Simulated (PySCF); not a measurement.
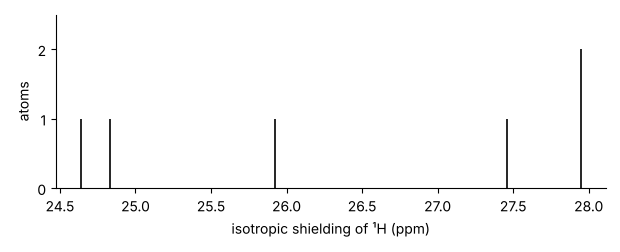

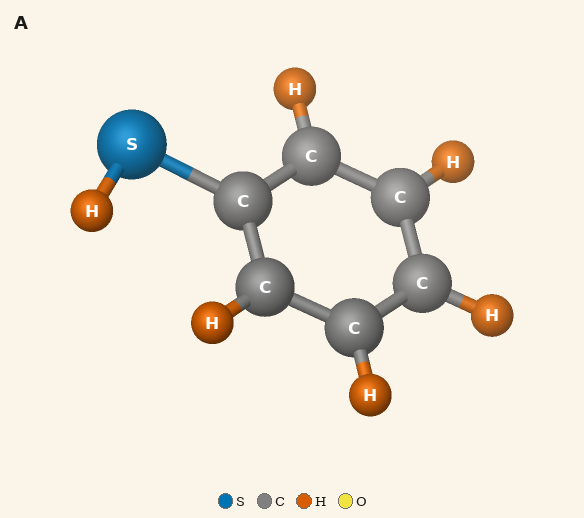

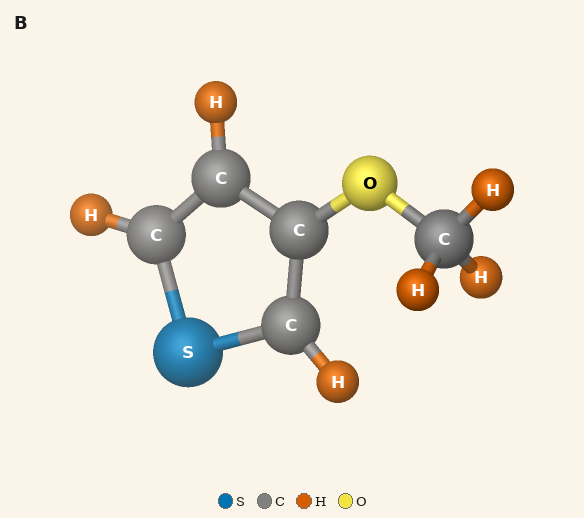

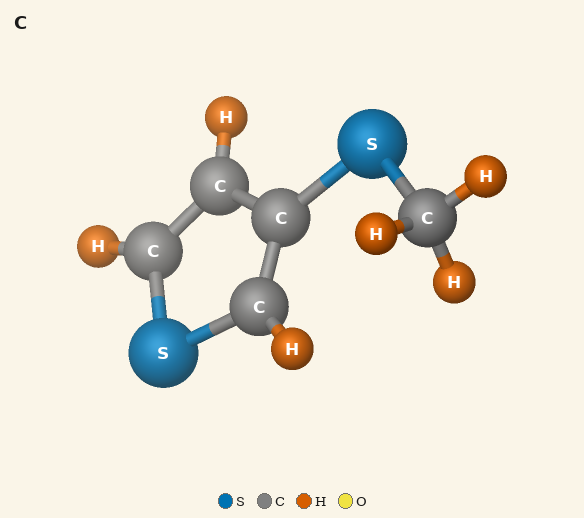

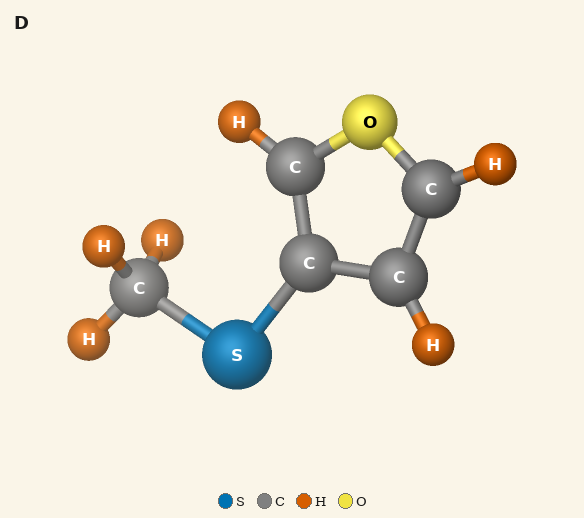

The sticks are computed shieldings of one of the molecules, for one fixed geometry (GFN2-xTB) without averaging over rotations. Low shielding means a high chemical shift. Method: GIAO PBE0/pcSseg-1 NMR shielding, non-relativistic, gas phase (PySCF 2.14.0).

Match the spectrum to a structure.

Answer. B, `COc1ccsc1`. Its 6 H atoms give lines at 24.64, 24.83, 25.93, 27.46, 27.95 (2 atoms) ppm.
